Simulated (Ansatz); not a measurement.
```xyz
9

In   -0.3785    0.6129   -1.3357
O    -0.3348    0.5692    0.7676
C     0.3148   -0.5060    1.3401
H    -0.1240   -1.4904    1.0660
H     0.2742   -0.4473    2.4463
H     1.3923   -0.5705    1.0726
H     1.3265    0.6264   -1.8340
H    -1.2638    2.0911   -1.7128
H    -1.2067   -0.8853   -1.8101
```

Geometry: r2SCAN-D4/def2-TZVPD; core potentials replace the inner electrons of In.

The calculation used RKS PBE0-D4/def2-TZVPD in Ansatz.

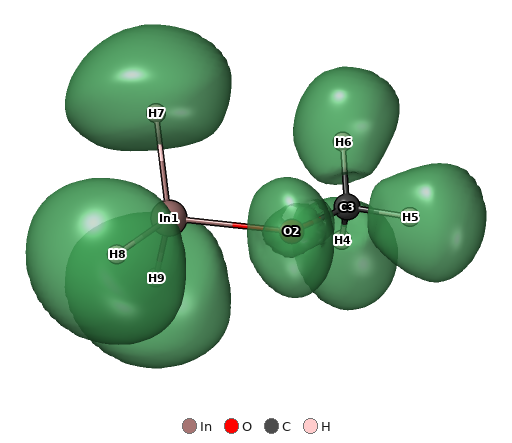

CH6InO (charge −1). Isosurface of the electron localisation function at 0.75 (green), seen at a tilt. Only the valence region is drawn (cores and ρ < 0.01 e/Å³ removed).

> Describe the localisation domains.

At this value the surface marks out six regions around hydrogen nuclei and one region on O in which the atom's valence shell and bonds are merged.

Values along the shortest contacts:
C–O (1.38 Å): the ELF peaks at about 0.85 between the atoms, as expected for a polar covalent bond. In–O (2.10 Å): the ELF peaks at about 0.85 in the valence shell of O, 0.6 Å from its nucleus, and drops to about 0.15 between the two atoms.
